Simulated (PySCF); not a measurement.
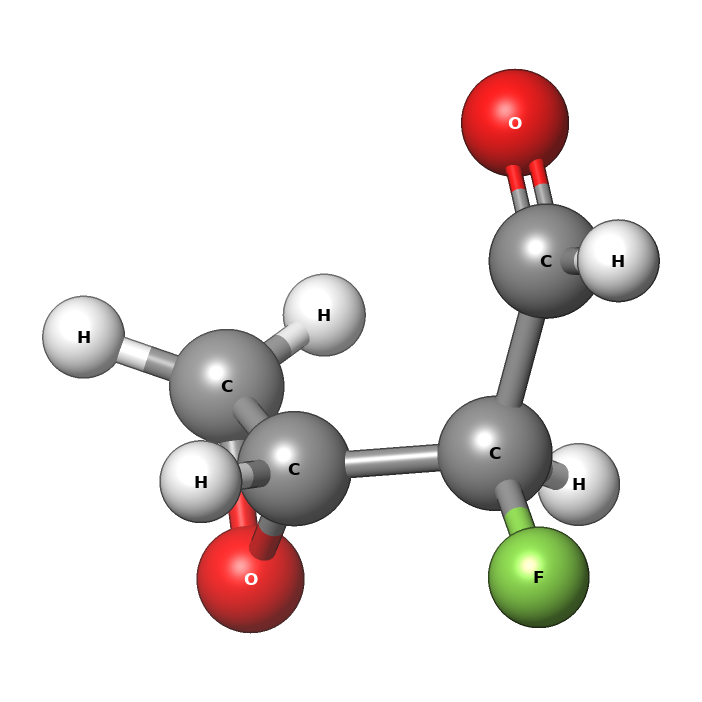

A ball-and-stick model of a molecule. Double and triple bonds are drawn as two and three sticks.

**Give the formula.**

C4H5FO2, 12 atoms: 4 carbon, 5 hydrogen, 1 fluorine and 2 oxygen.

**What is the point group of this geometry?**

C1.

The parts below concern this one geometry. Atoms keep their numbers from picture to picture. Computed geometry: PBE0-D3(BJ)/def2-SVP optimisation. No frequency run is at hand to confirm it as a minimum.

## Charges

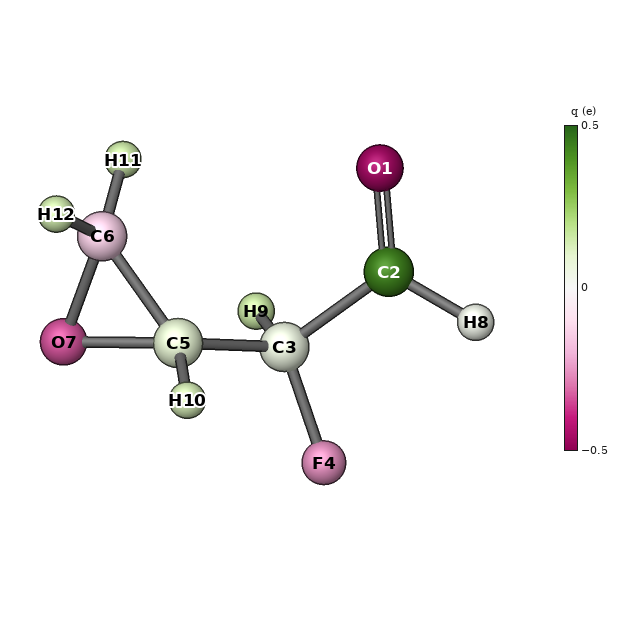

Atoms are coloured by their ESP-fitted charges. No frequency run is at hand to confirm it as a minimum. Level of theory: PBE0/6-31G, gas phase (PySCF 2.14.0).

Give the ESP-fitted charges atom by atom.

```tsv
atom	value (e)
O1	−0.46
C2	0.44
C3	0.05
F4	−0.25
C5	0.09
C6	−0.13
O7	−0.33
H8	0.03
H9	0.15
H10	0.13
H11	0.15
H12	0.14
```

## Ring current

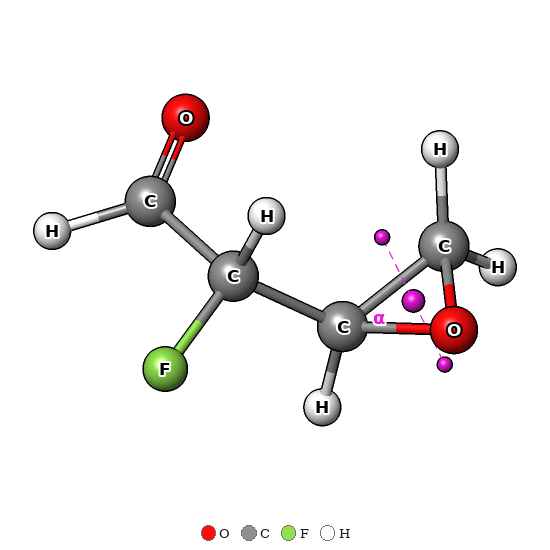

The small points mark where nucleus-independent chemical shifts (NICS) were computed: at the centre of each lettered ring and 1 Å above and below it. No frequency run is at hand to confirm it as a minimum. Level of theory: GIAO PBE0/pcSseg-1 NMR shielding, non-relativistic, gas phase (PySCF 2.14.0).

Give NICS(0), NICS(1) and the out-of-plane component NICS(1)zz for each ring (means of the two sides).

```tsv
ring	members	NICS(0)	NICS(1)	NICS(1)zz
α	C2O	−46.1	−6.2	−21.4
```

Values in ppm.

## Quadrupole coupling

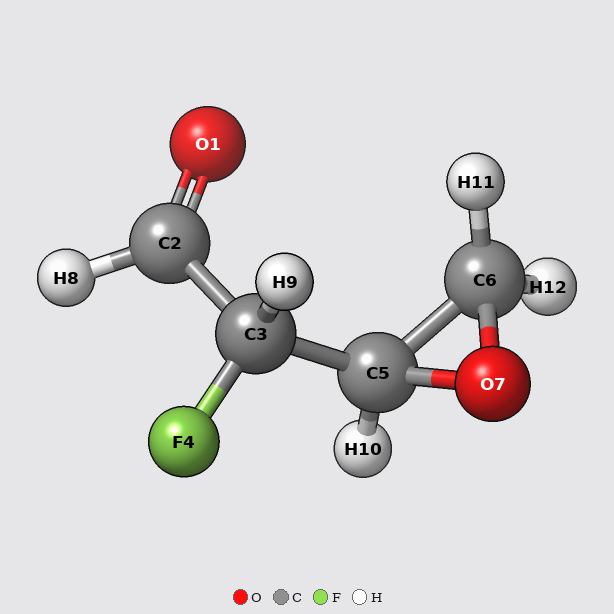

No frequency run is at hand to confirm it as a minimum. Electric field gradients from the ground-state density, PBE0/6-31G (PySCF 2.14.0), non-relativistic apart from any core potentials.

Give the largest field-gradient component, the quadrupole coupling constant and the asymmetry for 17O at O1 (Q = −25.6 mb), 17O at O7 (Q = −25.6 mb), 2H at H8 (Q = 2.86 mb), 2H at H9 (Q = 2.86 mb).

| atom | V_zz (a.u.) | e²qQ/h (MHz) | η |
| --- | --- | --- | --- |
| O1 | −2.064 | 12.42 | 0.46 |
| O7 | −2.236 | 13.45 | 0.13 |
| H8 | 0.258 | 0.173 | 0.02 |
| H9 | 0.280 | 0.188 | 0.05 |

## Electronic properties

No frequency run is at hand to confirm it as a minimum. Properties computed with mPW1PW91/pcSseg-1, gas phase (PySCF 2.14.0).

**Give the HOMO–LUMO gap at this level.**

6.55 eV.

**Give the HOMO energy (Kohn–Sham orbital) at this level.**

−8.06 eV.

**Give the dipole moment at this level.**

0.83 D.
